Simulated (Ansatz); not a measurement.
# AlBH (quartet): one geometry, many settings at angle Al2–B1–H3 = 68.0°

What do other methods and options give for AlBH (quartet) at this geometry, and how long do they take?

Method: the settings change from run to run; program: Ansatz 0.2.0, Gaussian basis.

11 further runs of the same task are left out: 1 for a mislabelled method, 6 that didn't finish, 4 set aside as unsound or not needed.

### Step 1. What is computed

The geometry derives from a PBE0/def2-TZVP stationary point (not a proven minimum). One angle is set to the value named; bond lengths are kept.

3 atoms, charge 0, spin multiplicity 4.

Atoms are counted from 1 here; the program's logs count them from 0.

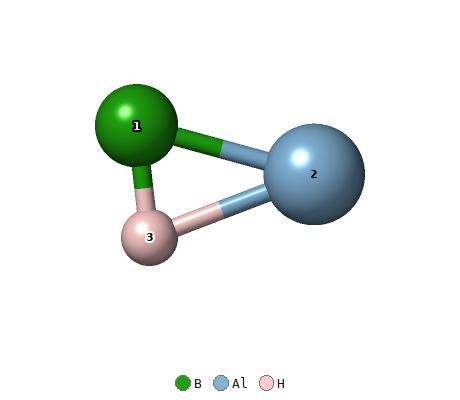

The structure; boron green, aluminium light blue, hydrogen pink; atoms are numbered from 1 in the order of the file.

### Step 2. MP2 on UHF/6-31G

in.yaml reads:

```yaml
crystal:
  periodic: [false, false, false]
  atoms:
    - {symbol: B, position_ang: [-1.144406, 0.000000, 0.737481]}
    - {symbol: Al, position_ang: [0.464591, 0.000000, -0.347801]}
    - {symbol: H, position_ang: [-0.161913, 0.000000, 1.400180]}
basis:
  gaussian: {orbitals: 6-31G}
magnetization: {spin_polarized: true, initial_magnetization: 3}
correlation: {method: mp2, electrons: outside_noble_gas}
output: {forces: true}
```

On the command line:

```sh
$ ansatz run in.yaml --threads 1 --pin off --events-out ev --progress --plain --max-ram 2393MiB
```

Log:

```text
Functional definition: HF
  name "HF"
  cite "Fock, Z. Phys. 61, 126 (1930) doi:10.1007/BF01340294"
  parent pbe
  exchange = exact_x
  correlation = 0
296 factors; integrals over basis functions are off by at most 2.4e-4 eV
mean field evaluation 1: about -7263.6402 eV, gradient 7.5e0 eV
mean field evaluation 2: about -7263.6961 eV, gradient 7.6e0 eV
mean field evaluation 4: about -7264.8336 eV, gradient 1.5e0 eV
mean field evaluation 8: about -7264.9240 eV, gradient 1.5e-1 eV
mean field evaluation 16: about -7264.9259 eV, gradient 2.0e-6 eV
mean field -7264.92588608 eV, -266.9811019699 hartree, gradient 2.0e-6 eV, S^2 3.859432; 0 other end points of the search recorded, 0 dependent functions left out
6 core orbitals not correlated: weight in the atoms' cores, before any rotation towards them, 1.000 or more for the frozen orbitals, at most 0.000 for the correlated occupied ones
reference -7264.92588608 eV, -266.9811019699 hartree; 5, 2 occupied and 13, 16 virtual orbitals, 296 factors
second order -1.48524844 eV of doubles, -0.00000000 eV of singles
the calculation of the forces begins
Total energy: -7266.41113452 eV, -267.0356838434 hartree
Atom 0 at    -1.144406     0.000000     0.737481 Å, force    -1.607128    -0.000000     0.445624 eV/Å
Atom 1 at     0.464591     0.000000    -0.347801 Å, force     1.661388     0.000000    -2.236556 eV/Å
Atom 2 at    -0.161913     0.000000     1.400180 Å, force    -0.054261     0.000000     1.790932 eV/Å
Dipole moment:     0.364226     0.000000    -0.131481 e Å
```

Run time: 0.24 s. Hardware: 1 thread of Intel Xeon Platinum 8488C, shared host.

From the report: ⟨S²⟩ of the determinant 3.859 (pure quartet: 3.75).

### Step 3. CCSD/STO-3G

Edit in.yaml of step 2 so:

```diff
@@ -7,5 +7,7 @@
 basis:
-  gaussian: {orbitals: 6-31G}
+  gaussian: {orbitals: STO-3G}
 magnetization: {spin_polarized: true, initial_magnetization: 3}
-correlation: {method: mp2, electrons: outside_noble_gas}
+hamiltonian: {xc: {name: r2SCAN}}
+correlation: {method: ccsd, electrons: outside_noble_gas, diis_vectors: 4}
+scf: {omitted_lower_state_checks: [cluster_reference]}
 output: {forces: true}
```

Same command.

Log (excerpt; [...] marks lines left out):

```text
Functional definition: r2SCAN
  name "r2SCAN"
  cite "Furness, Kaplan, Ning, Perdew & Sun, J. Phys. Chem. Lett. 11, 8208 (2020) doi:10.1021/acs.jpclett.0c02405"
  cite "Furness, Kaplan, Ning, Perdew & Sun, J. Phys. Chem. Lett. 11, 9248 (2020) doi:10.1021/acs.jpclett.0c03077"
  parent r2scan
[...]
169 factors; integrals over basis functions are off by at most 8.5e-5 eV
[...]
mean field -7192.64790817 eV, -264.3249352733 hartree, gradient 3.5e-6 eV, S^2 3.772938; 0 other end points of the search recorded, 0 dependent functions left out
6 core orbitals not correlated: weight in the atoms' cores, before any rotation towards them, 0.999 or more for the frozen orbitals, at most 0.000 for the correlated occupied ones
reference -7176.20181023 eV, -263.7205523216 hartree; 5, 2 occupied and 4, 7 virtual orbitals, 169 factors
second order -1.27698549 eV of doubles, -0.14882099 eV of singles
cycle   1  -1.69811230 eV  change   -2.7e-1 eV  update   5.6e-2
[...]
cycle  15  -1.90599123 eV  change    8.8e-7 eV  update   1.0e-6
[...]
Total energy: -7178.10780146 eV, -263.7905962074 hartree
Atom 0 at    -1.144406     0.000000     0.737481 Å, force     0.159174    -0.000000    -0.385033 eV/Å
Atom 1 at     0.464591     0.000000    -0.347801 Å, force     0.208265     0.000000    -1.353203 eV/Å
Atom 2 at    -0.161913     0.000000     1.400180 Å, force    -0.367439     0.000000     1.738236 eV/Å
Dipole moment:     0.537513    -0.000000    -0.396349 e Å
Checks for a lower state left out: cluster_reference
```

Wall time 1.4 s (1 thread of Intel Xeon Platinum 8488C, shared host).

From the report: ⟨S²⟩ of the determinant 3.773 (pure quartet: 3.75); correlation -1.9060 eV; T1 0.023; largest double amplitude 0.09. The orbitals are Kohn-Sham ones, so correlation energy and T1 don't compare with those on Hartree-Fock orbitals.

### Step 4. BCCD on UHF/cc-pVDZ

in.yaml reads:

```yaml
crystal:
  periodic: [false, false, false]
  atoms:
    - {symbol: B, position_ang: [-1.144406, 0.000000, 0.737481]}
    - {symbol: Al, position_ang: [0.464591, 0.000000, -0.347801]}
    - {symbol: H, position_ang: [-0.161913, 0.000000, 1.400180]}
basis:
  gaussian: {orbitals: cc-pVDZ}
magnetization: {spin_polarized: true, initial_magnetization: 3}
correlation: {method: bccd, electrons: all, diis_vectors: 12}
scf: {omitted_lower_state_checks: [cluster_reference]}
```

The command is unchanged.

Log (excerpt; [...] marks lines left out):

```text
Functional definition: HF
  name "HF"
  cite "Fock, Z. Phys. 61, 126 (1930) doi:10.1007/BF01340294"
  parent pbe
[...]
359 factors; integrals over basis functions are off by at most 8.0e-4 eV
[...]
mean field -7266.17245437 eV, -267.0269125096 hartree, gradient 5.1e-6 eV, S^2 3.878702; 2 other end points of the search recorded, 0 dependent functions left out
reference -7266.17245437 eV, -267.0269125096 hartree; 11, 8 occupied and 26, 29 virtual orbitals, 359 factors
second order -2.58164287 eV of doubles, -0.00000000 eV of singles
cycle   1  -3.08720403 eV  change   -5.1e-1 eV  update   7.7e-2
[...]
cycle  14  -3.37518111 eV  change    2.3e-5 eV  update   1.0e-5
Total energy: -7269.54763548 eV, -267.1509481277 hartree
Checks for a lower state left out: cluster_reference
```

Run time: 1.2 s. Hardware: 1 thread of Intel Xeon Platinum 8488C, shared host.

From the report: ⟨S²⟩ of the determinant 3.879 (pure quartet: 3.75); correlation -3.3752 eV; largest double amplitude 0.07.

### Step 5. MRCISD+Q(5,6)/6-31G

in.yaml reads:

```yaml
crystal:
  periodic: [false, false, false]
  atoms:
    - {symbol: B, position_ang: [-1.144406, 0.000000, 0.737481]}
    - {symbol: Al, position_ang: [0.464591, 0.000000, -0.347801]}
    - {symbol: H, position_ang: [-0.161913, 0.000000, 1.400180]}
basis:
  gaussian: {orbitals: 6-31G}
magnetization: {spin_polarized: false, initial_magnetization: 3}
correlation: {method: fic_mrcisd_q, electrons: all, active_space: {window: {electrons: 5, orbitals: 6}, states: [{multiplicity: 4, weights: [0.5, 1, 1]}], root: 1}}
```

The command is unchanged.

Log:

```text
Functional definition: HF
  name "HF"
  cite "Fock, Z. Phys. 61, 126 (1930) doi:10.1007/BF01340294"
  parent pbe
  exchange = exact_x
  correlation = 0
513 factors; integrals over basis functions are off by at most 1.3e-7 eV
mean field evaluation 1: about -7263.4182 eV, gradient 8.4e0 eV
mean field evaluation 2: about -7263.4218 eV, gradient 8.4e0 eV
mean field evaluation 4: about -7264.6025 eV, gradient 1.0e0 eV
mean field evaluation 8: about -7264.6401 eV, gradient 2.6e-1 eV
mean field evaluation 16: about -7260.5920 eV, gradient 1.5e1 eV
mean field evaluation 32: about -7264.6294 eV, gradient 6.3e-1 eV
mean field -7264.65212024 eV, -266.9710412606 hartree, gradient 4.0e-6 eV, S^2 3.750000; 3 other end points of the search recorded, 0 dependent functions left out
reference -7264.65212024 eV, -266.9710412606 hartree; 11, 8 occupied and 13, 16 virtual orbitals, 513 factors
state -7265.49484549 eV, -267.0020108424 hartree
state -7263.59913023 eV, -266.9323445917 hartree
state -7262.90896494 eV, -266.9069814850 hartree
contracted CI cycle   1: correlation 0.00000000 eV, 0.0000000000 hartree, residual 9.57e0 eV
contracted CI cycle   2: correlation -1.60132562 eV, -0.0588476310 hartree, residual 1.99e0 eV
contracted CI cycle   3: correlation -1.67496106 eV, -0.0615536836 hartree, residual 5.22e-1 eV
contracted CI cycle   4: correlation -1.68090712 eV, -0.0617721973 hartree, residual 1.36e-1 eV
contracted CI cycle   5: correlation -1.68134402 eV, -0.0617882530 hartree, residual 3.88e-2 eV
contracted CI cycle   6: correlation -1.68137853 eV, -0.0617895212 hartree, residual 1.17e-2 eV
contracted CI cycle   7: correlation -1.68138116 eV, -0.0617896181 hartree, residual 3.19e-3 eV
contracted CI cycle   8: correlation -1.68138136 eV, -0.0617896255 hartree, residual 9.42e-4 eV
state -7265.49484549 eV, -267.0020108424 hartree; corrected -7267.26012007 eV, -267.0668834868 hartree
contracted CI cycle   1: correlation 0.00000000 eV, 0.0000000000 hartree, residual 9.54e0 eV
contracted CI cycle   2: correlation -1.63844276 eV, -0.0602116610 hartree, residual 2.02e0 eV
contracted CI cycle   3: correlation -1.71694494 eV, -0.0630965628 hartree, residual 5.71e-1 eV
contracted CI cycle   4: correlation -1.72415756 eV, -0.0633616216 hartree, residual 1.63e-1 eV
contracted CI cycle   5: correlation -1.72487622 eV, -0.0633880320 hartree, residual 5.67e-2 eV
contracted CI cycle   6: correlation -1.72495941 eV, -0.0633910892 hartree, residual 1.94e-2 eV
contracted CI cycle   7: correlation -1.72496771 eV, -0.0633913943 hartree, residual 5.92e-3 eV
contracted CI cycle   8: correlation -1.72496854 eV, -0.0633914245 hartree, residual 1.88e-3 eV
state -7263.59913023 eV, -266.9323445917 hartree; corrected -7265.42161630 eV, -266.9993197195 hartree
contracted CI cycle   1: correlation 0.00000000 eV, 0.0000000000 hartree, residual 9.31e0 eV
contracted CI cycle   2: correlation -1.49558441 eV, -0.0549617133 hartree, residual 1.95e0 eV
contracted CI cycle   3: correlation -1.55858015 eV, -0.0572767641 hartree, residual 5.32e-1 eV
contracted CI cycle   4: correlation -1.56386992 eV, -0.0574711595 hartree, residual 1.32e-1 eV
contracted CI cycle   5: correlation -1.56430808 eV, -0.0574872615 hartree, residual 4.37e-2 eV
contracted CI cycle   6: correlation -1.56435801 eV, -0.0574890963 hartree, residual 1.57e-2 eV
contracted CI cycle   7: correlation -1.56436323 eV, -0.0574892882 hartree, residual 4.93e-3 eV
contracted CI cycle   8: correlation -1.56436374 eV, -0.0574893071 hartree, residual 1.43e-3 eV
state -7262.90896494 eV, -266.9069814850 hartree; corrected -7264.54807073 eV, -266.9672175119 hartree
Total energy: -7265.42161630 eV, -266.9993197195 hartree
```

It took 1.8 s on 1 thread of Intel Xeon Platinum 8488C, shared host.

From the report: 46 determinants; active occupations (of the averaged states) 1.36, 1.26, 1.11, 0.91, 0.31, 0.05.

### Step 6. MP2 on UHF/6-31G

in.yaml reads:

```yaml
crystal:
  periodic: [false, false, false]
  atoms:
    - {symbol: B, position_ang: [-1.144406, 0.000000, 0.737481]}
    - {symbol: Al, position_ang: [0.464591, 0.000000, -0.347801]}
    - {symbol: H, position_ang: [-0.161913, 0.000000, 1.400180]}
basis:
  gaussian: {orbitals: 6-31G, point_charges: [{charge: -0.50, position_ang: [3.179, -0.859, -0.528]}]}
magnetization: {spin_polarized: true, initial_magnetization: 3}
correlation: {method: mp2, electrons: outside_noble_gas}
```

Launched as before.

Log:

```text
Functional definition: HF
  name "HF"
  cite "Fock, Z. Phys. 61, 126 (1930) doi:10.1007/BF01340294"
  parent pbe
  exchange = exact_x
  correlation = 0
296 factors; integrals over basis functions are off by at most 2.4e-4 eV
mean field evaluation 1: about -7263.8879 eV, gradient 8.6e0 eV
mean field evaluation 2: about -7263.9424 eV, gradient 8.6e0 eV
mean field evaluation 4: about -7265.1071 eV, gradient 1.9e0 eV
mean field evaluation 8: about -7265.2212 eV, gradient 1.8e-1 eV
mean field evaluation 16: about -7265.2249 eV, gradient 4.2e-6 eV
mean field -7265.22487985 eV, -266.9920897883 hartree, gradient 4.2e-6 eV, S^2 3.852117; 0 other end points of the search recorded, 0 dependent functions left out
6 core orbitals not correlated: weight in the atoms' cores, before any rotation towards them, 1.000 or more for the frozen orbitals, at most 0.000 for the correlated occupied ones
reference -7265.22487985 eV, -266.9920897883 hartree; 5, 2 occupied and 13, 16 virtual orbitals, 296 factors
second order -1.49439940 eV of doubles, -0.00000000 eV of singles
Total energy: -7266.71927926 eV, -267.0470079534 hartree
```

It took 0.15 s on 1 thread of Intel Xeon Platinum 8488C, shared host.

From the report: ⟨S²⟩ of the determinant 3.852 (pure quartet: 3.75).

### Step 7. CASCI(5,7)/cc-pVDZ

in.yaml reads:

```yaml
crystal:
  periodic: [false, false, false]
  atoms:
    - {symbol: B, position_ang: [-1.144406, 0.000000, 0.737481]}
    - {symbol: Al, position_ang: [0.464591, 0.000000, -0.347801]}
    - {symbol: H, position_ang: [-0.161913, 0.000000, 1.400180]}
basis:
  gaussian: {orbitals: cc-pVDZ}
magnetization: {spin_polarized: false, initial_magnetization: 3}
correlation: {active_space: {window: {electrons: 5, orbitals: 7}, fixed_orbitals: true, states: [{multiplicity: 4, weights: [1, 1]}]}}
scf: {lower_state_search: full}
```

Launched as before.

Log (excerpt; [...] marks lines left out):

```text
Functional definition: HF
  name "HF"
  cite "Fock, Z. Phys. 61, 126 (1930) doi:10.1007/BF01340294"
  parent pbe
[...]
693 factors; integrals over basis functions are off by at most 1.6e-7 eV
[...]
mean field -7265.92059894 eV, -267.0176569933 hartree, gradient 2.5e-6 eV, S^2 3.750000; 6 other end points of the search recorded, 0 dependent functions left out
reference -7265.92059894 eV, -267.0176569933 hartree; 11, 8 occupied and 26, 29 virtual orbitals, 693 factors
state -7266.39349823 eV, -267.0350357217 hartree
state -7264.21834699 eV, -266.9551003878 hartree
Total energy: -7265.30592261 eV, -266.9950680548 hartree
```

Wall time 0.6 s (1 thread of Intel Xeon Platinum 8488C, shared host).

From the report: 130 determinants; active occupations (of the averaged states) 1.55, 1.34, 0.98, 0.93, 0.11, 0.09, 0.00.

### Step 8. The runs in one table

Where basis and cores are those of an earlier FCI/6-31G run (-7267.1632 eV), and the state is the same kind, the miss against it is given.

```
                                             level         correlated  functions  energy (eV)  from FCI (meV)    time
                                  MP2 on UHF/6-31G  outside noble gas         24   -7266.4111           752.0  0.24 s
                  CCSD/STO-3G (on r2SCAN orbitals)  outside noble gas         15   -7178.1078                   1.4 s
                               BCCD on UHF/cc-pVDZ                all         37   -7269.5476                   1.2 s
MRCISD+Q(5,6)/6-31G (excited root 1 of an average)                all         24   -7265.4216                   1.8 s
          MP2 on UHF/6-31G (beside a point charge)  outside noble gas         24   -7266.7193                  0.15 s
       CASCI(5,7)/cc-pVDZ (mean of several states)                            37   -7265.3059                   0.6 s
```

### Step 9. What came out

| quantity | value |
| --- | --- |
| runs | 6 |
| quickest | MP2 on UHF/6-31G (beside a point charge), 0.15 s |
| slowest | MRCISD+Q(5,6)/6-31G (excited root 1 of an average), 1.8 s |

Total energies in different bases, with other cores or another treatment of relativity can't be set against each other. MRCISD+Q(5,6)/6-31G (excited root 1 of an average) took 12 times as long as MP2 on UHF/6-31G (beside a point charge); the jobs differ in more than the method.
